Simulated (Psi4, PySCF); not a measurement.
Approach curve of the dimer F2Mg ··· H2S (SMILES [F][Mg][F] and S). Monomers: optimised at B3LYP-D3(BJ) (def2-TZVP), held rigid. Orientation: lowest of the rigid-body minima from ten starts at GFN2-xTB. R is the distance of the centres of mass, along which the second monomer moves.

Geometry at R = 2.60 Å (first 3 atoms: monomer A):
```
6

Mg     0.0000     0.0001     0.0002
F     -0.2133     1.3807    -1.0542
F      0.2133    -1.3808     1.0540
S     -1.2687     0.9624     2.0534
H     -0.2965     0.4293     2.8105
H     -1.9847    -0.1733     2.0676
```

Computed with: RKS-M06-2X/6-31G* = PySCF with restricted M06-2X/6-31G*, spherical d, no counterpoise correction; HF/aug-cc-pVTZ, counterpoise-corrected (Psi4); PBE/def2-TZVP, counterpoise-corrected (Psi4); PBE-D3(BJ)/def2-TZVP, counterpoise-corrected (Psi4); SAPT0/jun-cc-pVDZ, frozen core (Psi4).

Interaction energies in kcal/mol (negative: bound); R is the distance of the centres of mass, d the F3···H5 distance.

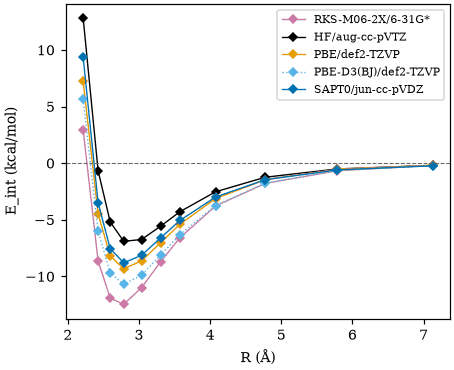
*Interaction energy against separation.*

| R / Å | d / Å | RKS-M06-2X/6-31G* | HF/aug-cc-pVTZ | PBE/def2-TZVP | PBE-D3(BJ)/def2-TZVP | SAPT0/jun-cc-pVDZ |
|---|---|---|---|---|---|---|
| 2.22 | 2.24 | 2.92 | 12.82 | 7.26 | 5.64 | 9.35 |
| 2.43 | 2.42 | -8.63 | -0.66 | -4.47 | -6.03 | -3.49 |
| 2.60 | 2.57 | -11.92 | -5.18 | -8.19 | -9.68 | -7.55 |
| 2.79 | 2.74 | -12.45 | -6.90 | -9.31 | -10.71 | -8.79 |
| 3.04 | 2.97 | -10.99 | -6.74 | -8.63 | -9.88 | -8.14 |
| 3.31 | 3.22 | -8.69 | -5.55 | -7.01 | -8.10 | -6.58 |
| 3.58 | 3.47 | -6.58 | -4.28 | -5.39 | -6.30 | -5.06 |
| 4.08 | 3.95 | -3.78 | -2.52 | -3.12 | -3.74 | -2.99 |
| 4.78 | 4.62 | -1.78 | -1.23 | -1.45 | -1.76 | -1.45 |
| 5.79 | 5.60 | -0.66 | -0.50 | -0.53 | -0.64 | -0.59 |
| 7.13 | 6.92 | -0.20 | -0.19 | -0.17 | -0.20 | -0.22 |

Lowest grid point: RKS-M06-2X/6-31G* -12.45 kcal/mol at R = 2.79 Å; HF/aug-cc-pVTZ -6.90 kcal/mol at R = 2.79 Å; PBE/def2-TZVP -9.31 kcal/mol at R = 2.79 Å; PBE-D3(BJ)/def2-TZVP -10.71 kcal/mol at R = 2.79 Å; SAPT0/jun-cc-pVDZ -8.79 kcal/mol at R = 2.79 Å.
